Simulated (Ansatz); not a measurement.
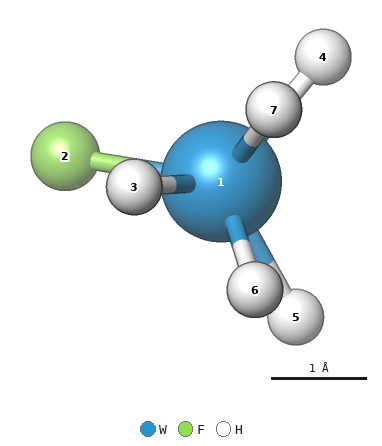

Figure 1. The starting structure (ball-and-stick view, seen at a tilt; atoms are numbered from 1 in the order of the input). Sticks mark near contacts.

## Nudged elastic band of WH₅F

- system: WH₅F
- method: RKS PBE-D4/def2-SVP (Ansatz 0.2.0)

One setting was made poor on purpose. It belongs to a series of runs on one base structure; here: band between the two ends. Figures and captions count atoms from 1; the log counts them from 0 in places.

## The input
```yaml
crystal:
  periodic: [false, false, false]
  atoms:
    - { symbol: W, position_ang: [-0.017889, 0.184163, 0.38565] }
    - { symbol: F, position_ang: [0.700093, 0.368131, 2.103307] }
    - { symbol: H, position_ang: [1.328491, -0.74442, 0.093052] }
    - { symbol: H, position_ang: [-0.169891, 1.680235, -0.42556] }
    - { symbol: H, position_ang: [-1.547303, -0.577506, 0.39279] }
    - { symbol: H, position_ang: [-0.154271, -1.236433, -0.52198] }
    - { symbol: H, position_ang: [0.800371, 0.325829, -1.087758] }
basis:
  gaussian: { orbitals: def2-SVP }
hamiltonian:
  xc: pbe
  dispersion: d4
neb:
  order_check: false
  images: 5
  f_tol: 0.2
  max_iterations: 60
  final_atoms:
    - { symbol: W, position_ang: [0.1674875, -0.00949271, 0.37988365] }
    - { symbol: F, position_ang: [0.41135183, -0.07718701, 2.20216545] }
    - { symbol: H, position_ang: [1.53770703, 0.42889079, -0.50933074] }
    - { symbol: H, position_ang: [0.14215429, 1.54671822, -0.28178954] }
    - { symbol: H, position_ang: [-1.34835862, 0.55196573, -0.11700805] }
    - { symbol: H, position_ang: [0.90705805, -1.25924715, -0.48681241] }
    - { symbol: H, position_ang: [-0.87779907, -1.18164887, -0.24760735] }
  initial_path:
    images:
      - { positions_ang: [[-0.017889, 0.184163, 0.38565], [0.700093, 0.368131, 2.103307], [1.328491, -0.74442, 0.093052], [-0.169891, 1.680235, -0.42556], [-1.547303, -0.577506, 0.39279], [-0.154271, -1.236433, -0.52198], [0.800371, 0.325829, -1.087758]] }
      - { positions_ang: [[-0.01017352, 0.12507514, 0.25547054], [0.75464523, 0.21247502, 2.02011219], [1.45305739, -0.50430785, 0.35965507], [-0.12047145, 1.69454466, -0.24864991], [-1.60262509, -0.39023657, 0.23773283], [-0.09213159, -1.39407705, -0.38630234], [0.55730002, 0.25652565, -1.29851737]] }
      - { positions_ang: [[-0.00245804, 0.06598727, 0.12529108], [0.80919746, 0.05681905, 1.93691738], [1.57762377, -0.2641957, 0.62625815], [-0.0710519, 1.70885431, -0.07173982], [-1.65794717, -0.20296713, 0.08267565], [-0.02999218, -1.5517211, -0.25062469], [0.31422905, 0.1872223, -1.50927675]] }
      - { positions_ang: [[0.00525745, 0.00689941, -0.00488838], [0.86374969, -0.09883693, 1.85372257], [1.70219016, -0.02408354, 0.89286122], [-0.02163234, 1.72316397, 0.10517027], [-1.71326926, -0.0156977, -0.07238152], [0.03214724, -1.70936515, -0.11494703], [0.07115807, 0.11791895, -1.72003612]] }
      - { positions_ang: [[0.05933413, 0.00143537, 0.12336896], [0.7129504, -0.09162029, 1.96987019], [1.64736245, 0.1269079, 0.4254639], [0.0329632, 1.66434872, -0.02381633], [-1.59163238, 0.17352344, -0.08725703], [0.32378417, -1.55932582, -0.23890216], [-0.24516098, -0.31527032, -1.22922653]] }
      - { positions_ang: [[0.11341081, -0.00402867, 0.25162631], [0.56215111, -0.08440365, 2.08601782], [1.59253474, 0.27789934, -0.04193342], [0.08755874, 1.60553347, -0.15280294], [-1.4699955, 0.36274458, -0.10213254], [0.61542111, -1.40928648, -0.36285729], [-0.56148002, -0.7484596, -0.73841694]] }
      - { positions_ang: [[0.1674875, -0.00949271, 0.37988365], [0.41135183, -0.07718701, 2.20216545], [1.53770703, 0.42889079, -0.50933074], [0.14215429, 1.54671822, -0.28178954], [-1.34835862, 0.55196573, -0.11700805], [0.90705805, -1.25924715, -0.48681241], [-0.87779907, -1.18164887, -0.24760735]] }
```

Run on 1 thread of Arm Neoverse V2, 24 GiB of memory available, shared host.

Run as:
```bash
ansatz run input.yaml --threads 1 --pin off --max-ram 2048MiB --backend cpu --events-out ev --progress --plain --runs-dir out
```

## What the program printed
```
Engine: ansatz 0.2.0, aarch64-unknown-linux-gnu
Functional definition: PBE
  parameter kappa = 0.804
  parameter beta = 0.06672455060314922
  exchange = pbe_x(kappa = kappa, mu = beta*pi^2/3)
  correlation = pbe_c(beta = beta)
745 factors; their error is unknown
mean field evaluation 1: about -4616.9688 eV, gradient 3.1e1 eV
mean field evaluation 2: about -4609.2217 eV, gradient 7.5e1 eV
mean field evaluation 4: about -4618.9895 eV, gradient 5.1e0 eV
mean field evaluation 8: about -4619.0595 eV, gradient 4.7e-2 eV
mean field evaluation 16: about -4619.0197 eV, gradient 2.9e-5 eV
mean field -4619.01974101 eV, -169.7458445981 hartree, gradient 2.9e-5 eV, S^2 0.000000; 0 other end points of the search recorded, 0 dependent functions left out
the calculation of the forces begins
reference -4619.01979831 eV, -169.7458467039 hartree; 14, 14 occupied and 57, 57 virtual orbitals, 745 factors
745 factors; their error is unknown
mean field -4619.53852551 eV, -169.7649095769 hartree, gradient 7.2e-5 eV, S^2 0.000000; 0 other end points of the search recorded, 0 dependent functions left out
[... from here on the field's lines of each further geometry are left out, up to the last ...]
NEB iter   1: max|band force component| = 1.504e1 eV/Å  barrier→ = 7.2518 eV  barrier← = 7.7710 eV  Δτ_max = 0.2000 Å  (566 SCF iters)
NEB iter   2: max|band force component| = 1.065e1 eV/Å  barrier→ = 6.2375 eV  barrier← = 6.7567 eV  Δτ_max = 0.1620 Å  (209 SCF iters)
NEB iter   3: max|band force component| = 5.284e0 eV/Å  barrier→ = 5.0165 eV  barrier← = 5.5356 eV  Δτ_max = 0.2000 Å  (199 SCF iters)
NEB iter   4: max|band force component| = 3.671e0 eV/Å  barrier→ = 3.8951 eV  barrier← = 4.4143 eV  Δτ_max = 0.2000 Å  (190 SCF iters)
NEB iter   5: max|band force component| = 4.020e0 eV/Å  barrier→ = 2.7200 eV  barrier← = 3.2391 eV  Δτ_max = 0.2000 Å  (189 SCF iters)
NEB iter   6: max|band force component| = 3.052e0 eV/Å  barrier→ = 1.7638 eV  barrier← = 2.2830 eV  Δτ_max = 0.2000 Å  (181 SCF iters)
NEB iter   7: max|band force component| = 1.665e0 eV/Å  barrier→ = 0.9711 eV  barrier← = 1.4903 eV  Δτ_max = 0.2000 Å  (181 SCF iters)
NEB iter   8: max|band force component| = 1.687e0 eV/Å  barrier→ = 0.9520 eV  barrier← = 1.4712 eV  Δτ_max = 0.1013 Å  (170 SCF iters)
NEB iter   9: max|band force component| = 1.285e0 eV/Å  barrier→ = 0.9176 eV  barrier← = 1.4368 eV  Δτ_max = 0.1000 Å  (171 SCF iters)
NEB iter  10: max|band force component| = 4.831e-1 eV/Å  barrier→ = 0.8271 eV  barrier← = 1.3463 eV  CI = image 4  Δτ_max = 0.1550 Å  (165 SCF iters)
NEB iter  11: max|band force component| = 6.190e-1 eV/Å  barrier→ = 0.8037 eV  barrier← = 1.3228 eV  CI = image 4  Δτ_max = 0.0790 Å  (168 SCF iters)
NEB iter  12: max|band force component| = 5.153e-1 eV/Å  barrier→ = 0.7946 eV  barrier← = 1.3138 eV  CI = image 4  Δτ_max = 0.0803 Å  (154 SCF iters)
NEB iter  13: max|band force component| = 4.027e-1 eV/Å  barrier→ = 0.7904 eV  barrier← = 1.3096 eV  CI = image 4  Δτ_max = 0.0800 Å  (159 SCF iters)
NEB iter  14: max|band force component| = 4.184e-1 eV/Å  barrier→ = 0.7862 eV  barrier← = 1.3054 eV  CI = image 4  Δτ_max = 0.0794 Å  (159 SCF iters)
NEB iter  15: max|band force component| = 4.396e-1 eV/Å  barrier→ = 0.7835 eV  barrier← = 1.3027 eV  CI = image 4  Δτ_max = 0.0800 Å  (151 SCF iters)
NEB iter  16: max|band force component| = 3.825e-1 eV/Å  barrier→ = 0.7824 eV  barrier← = 1.3016 eV  CI = image 4  Δτ_max = 0.0807 Å  (151 SCF iters)
NEB iter  17: max|band force component| = 3.231e-1 eV/Å  barrier→ = 0.7817 eV  barrier← = 1.3009 eV  CI = image 4  Δτ_max = 0.0808 Å  (153 SCF iters)
NEB iter  18: max|band force component| = 2.142e-1 eV/Å  barrier→ = 0.7813 eV  barrier← = 1.3005 eV  CI = image 4  Δτ_max = 0.0795 Å  (142 SCF iters)
NEB iter  19: max|band force component| = 3.584e-1 eV/Å  barrier→ = 0.7809 eV  barrier← = 1.3001 eV  CI = image 4  Δτ_max = 0.0394 Å  (160 SCF iters)
the calculation of the forces begins
reference -4619.01771406 eV, -169.7457701092 hartree; 14, 14 occupied and 57, 57 virtual orbitals, 745 factors
745 factors; their error is unknown
mean field -4618.23836944 eV, -169.7171297225 hartree, gradient 2.9e-5 eV, S^2 0.000000; 1 other end points of the search recorded, 0 dependent functions left out
the calculation of the forces begins
reference -4618.23842592 eV, -169.7171317981 hartree; 14, 14 occupied and 57, 57 virtual orbitals, 745 factors
NEB iter  20: max|band force component| = 8.712e-2 eV/Å  barrier→ = 0.7818 eV  barrier← = 1.3010 eV  CI = image 4  Δτ_max = 0.0000 Å  (294 SCF iters)
```

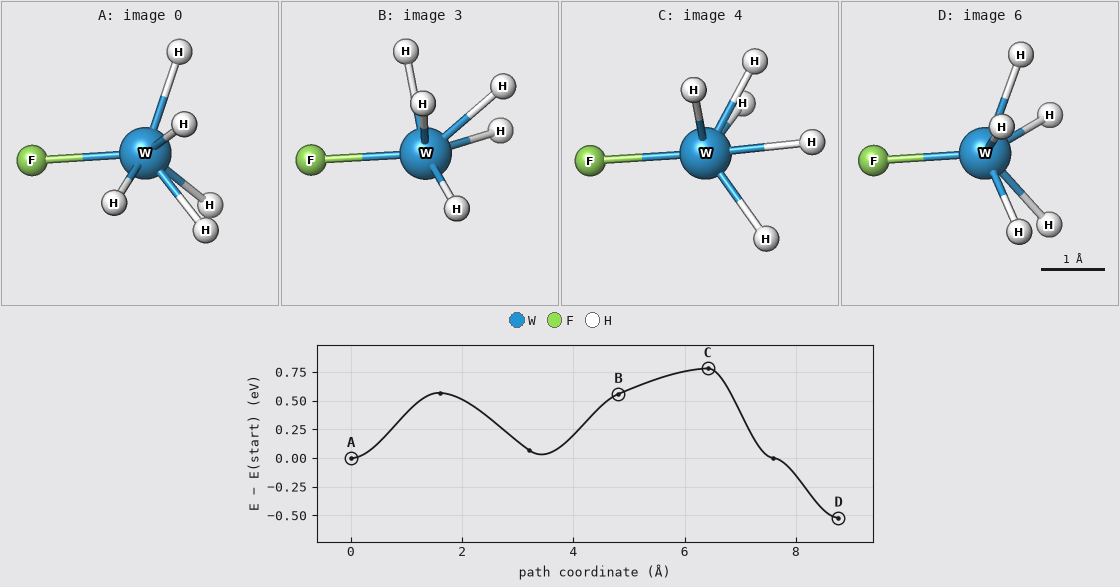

Figure 2. Images of the last band (counted from 0; ball-and-stick, seen at a tilt) above the energy along the path; the line is a cubic interpolation that uses the forces. The highest image is number 4, 0.782 eV above the start and 1.301 eV above the end (the climbing image); the end lies 0.519 eV below the start. The path is 8.76 Å long. The band converged in 20 iterations.

```
Total energy: -4618.34798316 eV, -169.7211579526 hartree
Atom 0 at     0.192759    -0.255049     0.445206 Å, force     0.023912     0.027794    -0.027066 eV/Å
Atom 1 at     0.376164    -0.211864     2.343234 Å, force    -0.012930     0.010501     0.017220 eV/Å
Atom 2 at     1.473427     0.770656     0.057231 Å, force     0.005038    -0.041981    -0.005700 eV/Å
Atom 3 at    -0.040807     1.132726    -0.440968 Å, force     0.007678    -0.000173    -0.001586 eV/Å
Atom 4 at    -1.317970     0.478116     0.324545 Å, force    -0.026482    -0.022914     0.014826 eV/Å
Atom 5 at     0.245368    -1.689536    -0.477108 Å, force     0.014383    -0.013103     0.015370 eV/Å
Atom 6 at     0.010660    -0.225049    -1.312639 Å, force    -0.011599     0.039877    -0.013064 eV/Å
Dipole moment:     0.028870    -0.155124     0.121201 e Å
this run last wrote the band of iteration 20 to [file]
```

## The last band as extended XYZ (Å, eV, eV/Å)
```
7
Properties=species:S:1:pos:R:3:forces:R:3 image=0 energy=-4619.12973
W    -0.0179    0.1842    0.3856   -0.0070   0.0025   0.0058
F     0.7001    0.3681    2.1033   -0.0040   0.0005  -0.0062
H     1.3285   -0.7444    0.0931    0.0066  -0.0031  -0.0035
H    -0.1699    1.6802   -0.4256    0.0011  -0.0038   0.0027
H    -1.5473   -0.5775    0.3928    0.0031   0.0042  -0.0001
H    -0.1543   -1.2364   -0.5220    0.0003  -0.0020   0.0016
H     0.8004    0.3258   -1.0878   -0.0001   0.0017  -0.0002
7
Properties=species:S:1:pos:R:3:forces:R:3 image=1 energy=-4618.56115
W    -0.1408    0.3198    0.5112   -0.0021   0.0068  -0.0069
F     0.6223   -0.1257    2.1874   -0.0014  -0.0093   0.0079
H     1.3502   -0.0710   -0.0988   -0.0034   0.0141  -0.0098
H     0.4193    1.6207   -0.4440    0.0075  -0.0033   0.0052
H    -1.5030   -0.5106   -0.0930   -0.0039   0.0089  -0.0060
H     0.1989   -1.2248    0.0227    0.0144  -0.0062   0.0117
H    -0.0071   -0.0084   -1.1459   -0.0110  -0.0110  -0.0021
7
Properties=species:S:1:pos:R:3:forces:R:3 image=2 energy=-4619.06141
W    -0.0351    0.2137    0.4140    0.0389  -0.3697  -0.0616
F     0.1400   -0.4954    2.1424   -0.1438   0.3181   0.0848
H     1.2294    0.2802   -0.6908   -0.0572   0.0851  -0.1766
H     0.6826    1.7578    0.1185   -0.0838  -0.1825   0.1994
H    -1.6306    0.0810   -0.1740   -0.0846   0.2320   0.0334
H     0.8457   -1.1322    0.1058    0.3637  -0.1428  -0.0690
H    -0.2924   -0.7052   -0.9765   -0.0332   0.0598  -0.0105
7
Properties=species:S:1:pos:R:3:forces:R:3 image=3 energy=-4618.57072
W    -0.1276   -0.2838    0.4494   -0.0436   0.0104   0.0369
F     0.2616    0.0742    2.2642    0.0164   0.1028  -0.0380
H     1.3129    0.0072   -0.3233    0.0068  -0.2228  -0.1536
H     0.5064    1.2295    0.1880    0.0788   0.0331   0.2338
H    -1.6148    0.2337   -0.2249   -0.0283  -0.0793  -0.1422
H     0.6482   -1.6182   -0.2845    0.1088   0.0111   0.0484
H    -0.0472    0.3574   -1.1294   -0.1389   0.1448   0.0147
7
Properties=species:S:1:pos:R:3:forces:R:3 image=4 energy=-4618.34793
W     0.1928   -0.2550    0.4452    0.0239   0.0278  -0.0271
F     0.3762   -0.2119    2.3432   -0.0129   0.0105   0.0172
H     1.4734    0.7707    0.0572    0.0050  -0.0420  -0.0057
H    -0.0408    1.1327   -0.4410    0.0077  -0.0002  -0.0016
H    -1.3180    0.4781    0.3245   -0.0265  -0.0229   0.0148
H     0.2454   -1.6895   -0.4771    0.0144  -0.0131   0.0154
H     0.0107   -0.2250   -1.3126   -0.0116   0.0399  -0.0131
7
Properties=species:S:1:pos:R:3:forces:R:3 image=5 energy=-4619.12767
W     0.3413   -0.1111    0.3571    0.0037   0.0026  -0.0051
F     0.1806   -0.2228    2.2122   -0.0145  -0.0097  -0.0038
H     1.6916    0.8036   -0.1462    0.0118   0.0016  -0.0025
H     0.0210    1.2610   -0.5862    0.0046   0.0080  -0.0027
H    -1.1897    0.5392    0.2850    0.0039   0.0052  -0.0040
H     0.6742   -1.6105   -0.3901    0.0180   0.0053  -0.0023
H    -0.7793   -0.6594   -0.7923   -0.0275  -0.0129   0.0204
7
Properties=species:S:1:pos:R:3:forces:R:3 image=6 energy=-4619.64890
W     0.1675   -0.0095    0.3799   -0.0039   0.0058   0.0112
F     0.4114   -0.0772    2.2022   -0.0013  -0.0003  -0.0125
H     1.5377    0.4289   -0.5093   -0.0016   0.0000   0.0004
H     0.1422    1.5467   -0.2818    0.0058  -0.0005   0.0021
H    -1.3484    0.5520   -0.1170    0.0000  -0.0029  -0.0021
H     0.9071   -1.2592   -0.4868   -0.0017   0.0005  -0.0026
H    -0.8778   -1.1816   -0.2476    0.0027  -0.0026   0.0035
```

## Results in brief

```csv
quantity,value
outcome,converged
"barrier, forward",0.782 eV
"barrier, backward",1.301 eV
wall time,3 min
peak memory,0.13 GiB
```

## Remarks

A deliberately poor setting: loose force. The order of the saddle point was not checked.
